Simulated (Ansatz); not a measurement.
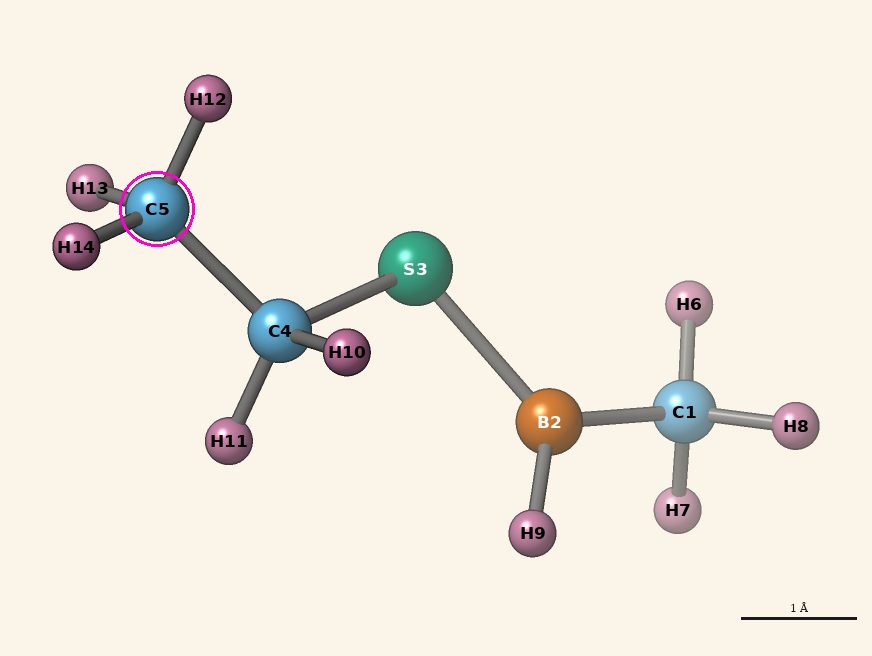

Orthographic view. Depth is shown by fading: the farther an atom, the more it takes the colour of the background. The computed structure is the end point of a PBE-D4/def2-SVP optimisation. No frequency run is at hand to confirm it as a minimum.

Which atoms are bonded to the circled atom?

Answer. The circled atom is C5; it is bonded to C4, H12, H13, H14.

What is the shortest path along bonds from the circled atom to B2?

Answer. C5–C4–S3–B2, 3 bonds; through space the two are 4.24 Å apart.

Of S3 and C4, which is nearer the viewer?

Answer. C4; the bond to S3 points away from the viewer, so it looks shorter than its 1.85 Å.
